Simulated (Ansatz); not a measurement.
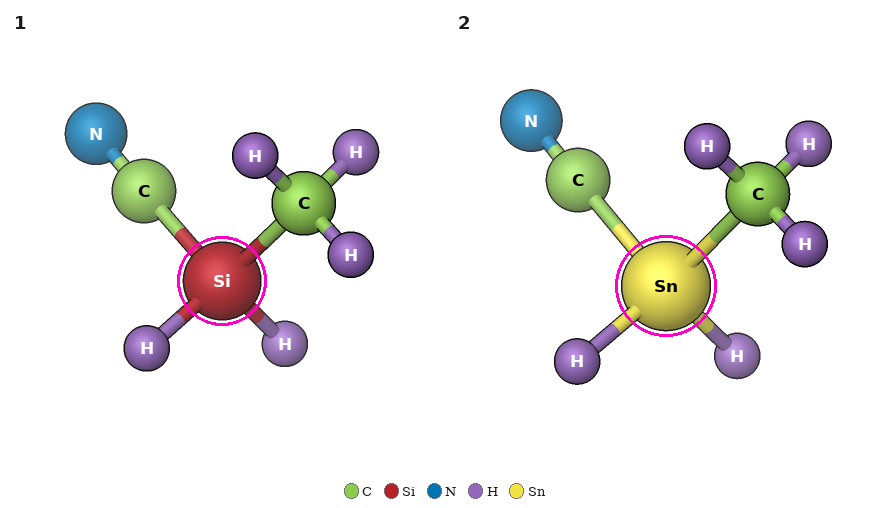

2 molecules with one skeleton, seen from the same side and at one scale; the atom that differs is circled. Charge 0, singlet. Computed geometries: PBE0-D4/def2-TZVP optimisations, one conformation each. Properties computed with Ansatz 0.2.0. Elements past Kr carry core potentials.

One atom differs, called X below: Si in panel 1, Sn in panel 2. Their formulas are C2H5NSi (`C[SiH2]C#N`), C2H5NSn (`[CH3][SnH2][C]#N`).

In which is the dipole moment larger (PBE0-D4/def2-TZVP)?

In panel 2 (X = Sn).

In which is the mean length of X–C larger (PBE0-D4/def2-TZVP)?

In panel 2 (X = Sn).

Give the values. With PBE0-D4/def2-TZVP: mean length of X–C (Å), mean length of X–H (Å), angle C–X–C (°), dipole moment (D), harmonic zero-point energy (kJ/mol). With ωB97M-V/def2-QZVPP: HOMO energy (Kohn–Sham orbital) (eV), HOMO–LUMO gap (eV).

```json
{"quantity": "mean length of X–C (Å)", "1 (Si)": "1.857", "2 (Sn)": "2.124", "2 − 1": "+0.267"}
{"quantity": "mean length of X–H (Å)", "1 (Si)": "1.482", "2 (Sn)": "1.701", "2 − 1": "+0.219"}
{"quantity": "angle C–X–C (°)", "1 (Si)": "108.8", "2 (Sn)": "106.0", "2 − 1": "−2.8"}
{"quantity": "HOMO energy (Kohn–Sham orbital) (eV)", "1 (Si)": "−11.80", "2 (Sn)": "−11.22", "2 − 1": "+0.58"}
{"quantity": "HOMO–LUMO gap (eV)", "1 (Si)": "12.84", "2 (Sn)": "11.94", "2 − 1": "−0.90"}
{"quantity": "dipole moment (D)", "1 (Si)": "4.00", "2 (Sn)": "4.72", "2 − 1": "+0.72"}
{"quantity": "harmonic zero-point energy (kJ/mol)", "1 (Si)": "163.1", "2 (Sn)": "151.4", "2 − 1": "−11.7"}
```
